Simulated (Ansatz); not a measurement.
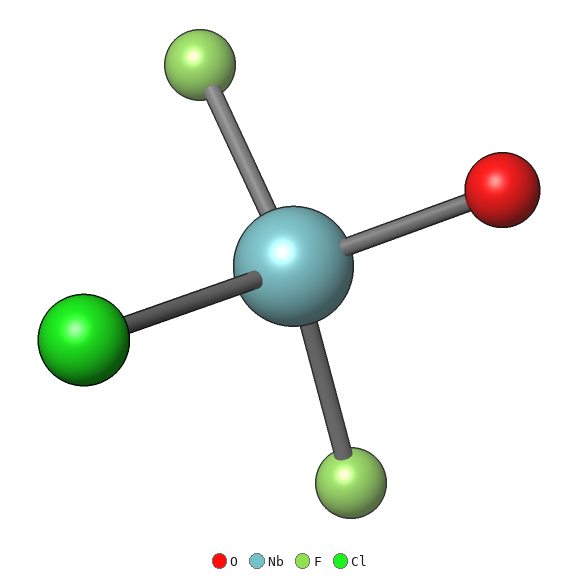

Rendered structure (ball-and-stick style).

Charge 0, singlet. The geometry was computed by an optimisation with PBE-D4/def2-SVP. No frequency run is at hand to confirm it as a minimum.

**Count the atoms of each element.**

NbClOF2, 5 atoms: 1 niobium, 1 chlorine, 1 oxygen and 2 fluorine.

**Count the bonded pairs by element.**

2 F–Nb, 1 Nb–O, 1 Cl–Nb.

More results for the same structure follow; atom numbers are the same in all pictures, views and colours differ.

**Geometry**

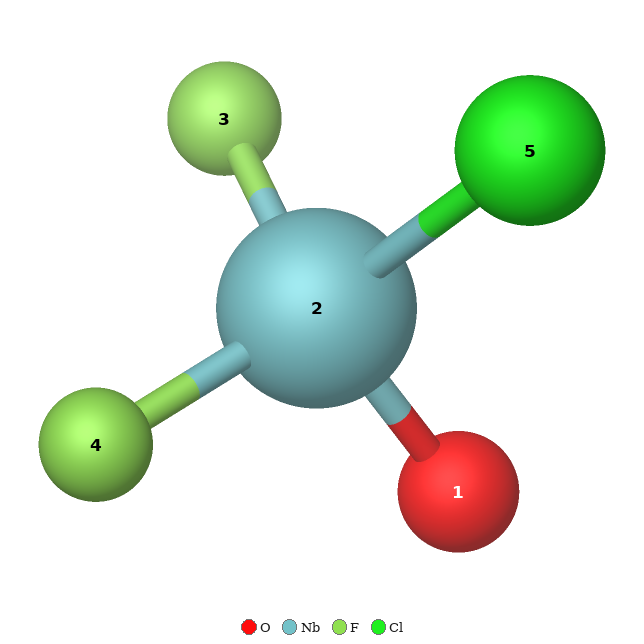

Numbered structure. No frequency run is at hand to confirm it as a minimum.

What are the angles O1–Nb2–F3, O1–Nb2–Cl5, F3–Nb2–F4, F3–Nb2–Cl5?

| angle | degrees |
| --- | --- |
| O1–Nb2–F3 | 107.2 |
| O1–Nb2–Cl5 | 107.8 |
| F3–Nb2–F4 | 111.9 |
| F3–Nb2–Cl5 | 111.2 |

**Metal centre**

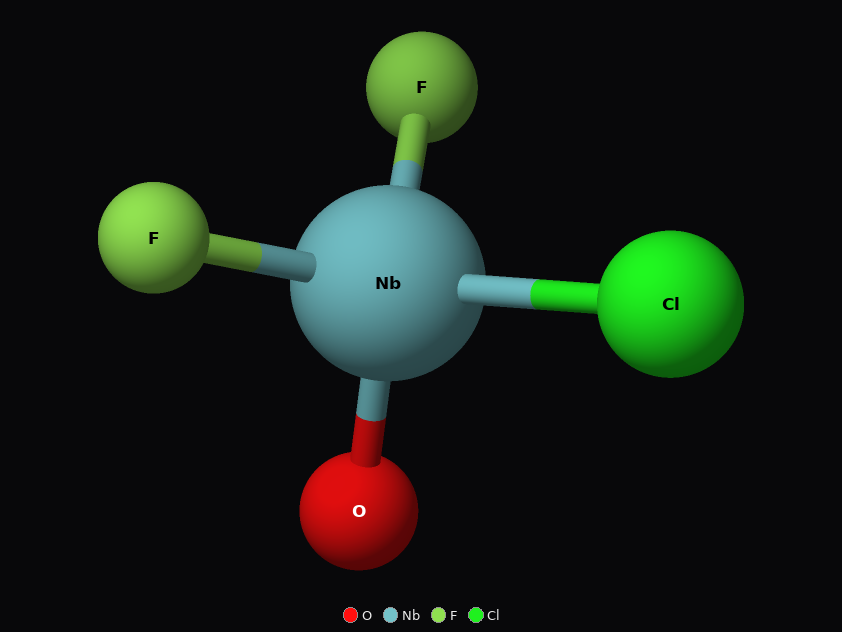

A metal compound. No frequency run is at hand to confirm it as a minimum.

**What is the coordination number of the metal, and which atoms bind to it?**

Nb binds 4 atoms: 1 O at 1.70 Å, 2 F at 1.87 Å, 1 Cl at 2.30 Å. The arrangement is tetrahedral.

**Give the formal oxidation state and the d-electron count.**

Nb(V), d⁰, counting the ligands as closed-shell ions or neutral donors.

**Dipole moment**

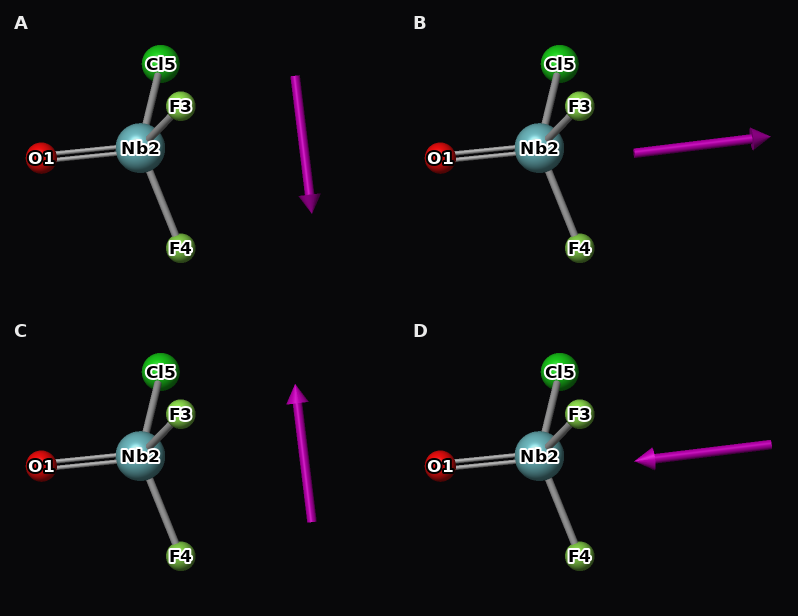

The same molecule four times, each with an arrow. No frequency run is at hand to confirm it as a minimum. Properties computed with RKS PBE-D4/def2-SVP, core potentials on Nb (Ansatz 0.2.0).

**Which arrow points along the dipole moment, from the negative to the positive end?**

B. The dipole moment is 1.21 D; it points from the side of O1 to the side of Cl5 (the outermost atoms at the two ends).

**Charges**

The questions are on Mulliken charges. No frequency run is at hand to confirm it as a minimum. Properties computed with RKS PBE-D4/def2-SVP, core potentials on Nb (Ansatz 0.2.0).

Give the Mulliken charges atom by atom.

```json
{"atom": "O1", "value (e)": "−0.25"}
{"atom": "Nb2", "value (e)": "0.99"}
{"atom": "F3", "value (e)": "−0.28"}
{"atom": "F4", "value (e)": "−0.28"}
{"atom": "Cl5", "value (e)": "−0.18"}
```

Mulliken values depend strongly on the basis set and can even reverse the polarity of a bond.
